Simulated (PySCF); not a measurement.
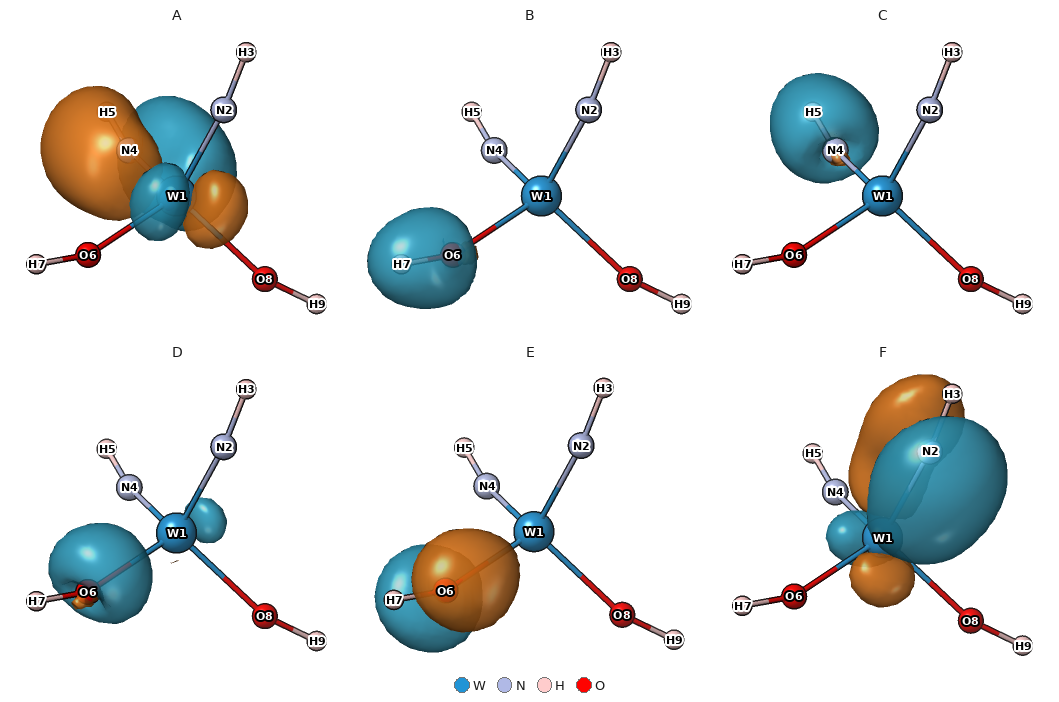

W(NH)2(OH)2 (H$_{4}$N$_{2}$O$_{2}$W). Pipek–Mezey orbitals, occupied; each surface holds about 80 % of the orbital's density. Energies are diagonal elements of the Fock matrix.

Method: PBE0/def2-SVP; geometry: GFN2-xTB; program: PySCF. Core potentials replace the inner electrons of W; spin–orbit coupling isn't included. This is a single-reference result, which may miss multireference character in this system. No frequency check shows the geometry to be a minimum. GFN2-xTB bond lengths at metals and heavier atoms can be off by up to 0.1 Å and shapes distorted, which carries into these values.

What does each orbital represent in a Lewis picture?

By panel:
- A: π bond N4–W1 (N4 79 %, W1 20 %; −8.2 eV)
- B: σ bond O6–H7 (O6 66 %, H7 32 %; −21.4 eV)
- C: σ bond N4–H5 (N4 61 %, H5 37 %; −17.9 eV)
- D: σ bond O6–W1 (O6 79 %, W1 21 %; −18.8 eV)
- E: lone pair on O6 (p-type) (O6 96 %, W1 4 %; −9.6 eV)
- F: lone pair on N2, partly donated to W1 (N2 84 %, W1 15 %; −8.7 eV)

Which has the smallest and which the largest spatial spread?

Smallest: B (0.71 Å); largest: A (1.22 Å).
